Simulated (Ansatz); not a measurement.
Process, species as SMILES: OO (H2O2) → [O-]O + H+
B3LYP-D3(BJ)/def2-TZVP geometries, fixed; electronic energies without zero-point terms.

Basis-set convergence of the deprotonation energy at HF with Ansatz (a program for electronic structure). All functions are spherical. No added dispersion term, no relativity. Functions are those of the species that has most. Reference: the value in aug-pcseg-3, 390.53 kcal/mol, itself unsure by roughly 0.09 kcal/mol (its mean distance from aug-cc-pVQZ, def2-QZVPPD). Deviations are taken from unrounded values.

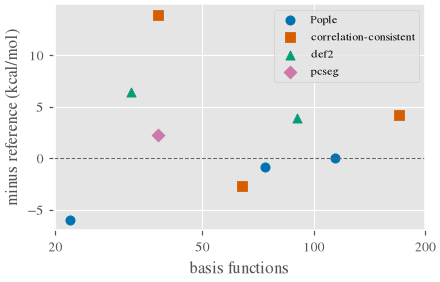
Deviation from the reference against the number of basis functions, by family of sets.

```csv
basis,functions,deprotonation energy (kcal/mol),minus reference (kcal/mol)
6-31G,22,384.51,-6.02
def2-SV(P),32,396.94,6.41
cc-pVDZ,38,404.46,13.93
pcseg-1,38,392.76,2.24
aug-cc-pVDZ,64,387.87,-2.66
"6-311++G(2d,2p)",74,389.64,-0.89
def2-TZVPP,90,394.38,3.86
"6-311++G(3df,3pd)",114,390.56,0.04
cc-pVQZ,170,394.73,4.21
```
